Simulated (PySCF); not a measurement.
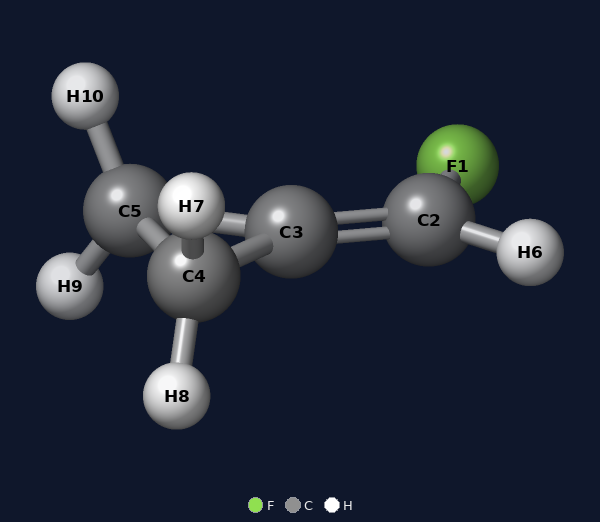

The computed structure is the end point of a PBE0-D3(BJ)/def2-SVP optimisation. No frequency run is at hand to confirm it as a minimum. Properties computed with delta-SCF UKS PBE, pcX-2 on the ionised atom, pcseg-1 elsewhere, spin-free X2C (PySCF 2.14.0).

Give the core-electron binding energies (to vacuum) of F1 1s, C2 1s, C3 1s, C4 1s, C5 1s.

```csv
atom,level,binding energy (eV)
F1,1s,691.7
C2,1s,291.7
C3,1s,289.8
C4,1s,290.4
C5,1s,290.3
```
